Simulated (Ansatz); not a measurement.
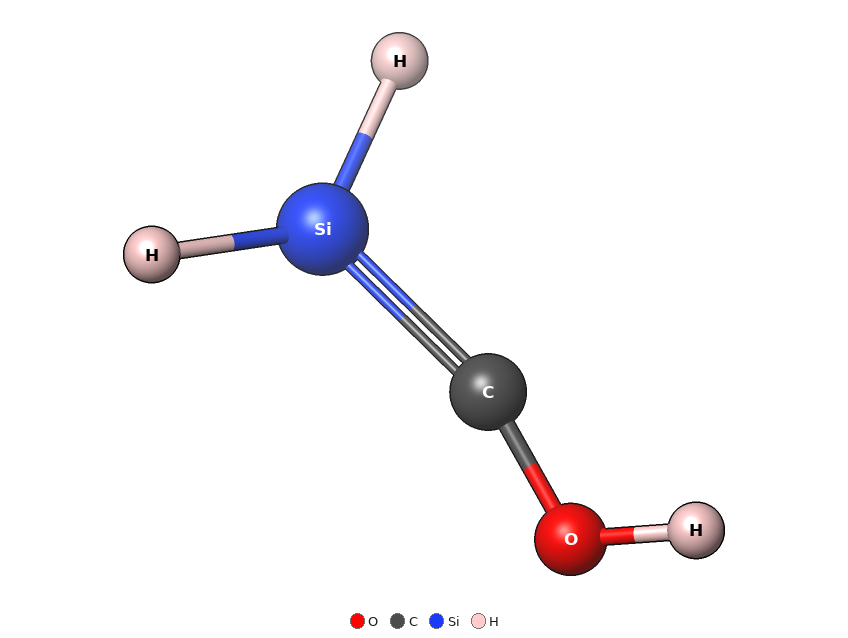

The picture comes from a calculation with Ansatz.

Orthographic view. Atoms fade into the background with distance from the viewer. State: charge +1, singlet. Geometry: moved along internal coordinates away from the minimum.

Give the standard InChI.

Answer. InChI=1S/CH3OSi/c2-1-3/h2H,3H2/q+1
